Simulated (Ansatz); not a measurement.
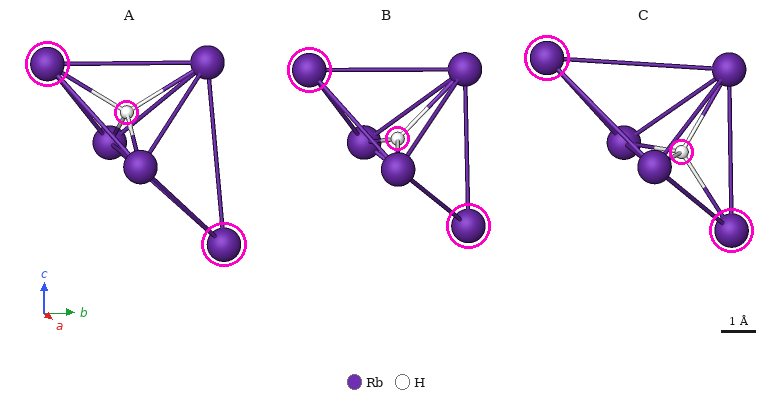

3 geometries from a converged minimum-energy path of Rb with an interstitial H (17 atoms in the cell), shuffled. Style: ball-and-stick. Shown: the atoms within 4.0 Å of the middle of the path, slightly off an axis. The atoms that move most are ringed. Bonds to atoms that aren't drawn are left out.

Theory: Ansatz 0.2.0, DFT PBE-D3(BJ), scalar-relativistic, plane waves, PAW. Settings: plane-wave cutoff 420 eV; k-point mesh 2 × 2 × 2; Fermi-Dirac smearing 0.1 eV; 7 movable images; climbing image; force threshold 0.05 eV/Å; iteration limit 22; starting path by straight interpolation.

Which of them lies highest in energy?

B. In order along the path, whose images run from 0 to 8: C (image 1, +0.005 eV), B (image 4, +0.062 eV), A (image 7, +0.006 eV). The H atom travels furthest, 1.98 Å from end to end, along [0 −1 1], on a path that bends up to 0.39 Å away from the straight line. At the highest image its nearest neighbour (Rb) is 2.87 Å away, against 2.81 Å at the start, and the surrounding atoms stand up to 0.57 Å off the mean of their end positions.

The run took 9.9 min on 4 threads of Intel(R) Xeon(R) Platinum 8375C CPU @ 2.90GHz (Ice Lake), with other jobs on the host, peak memory 5.6 GiB.
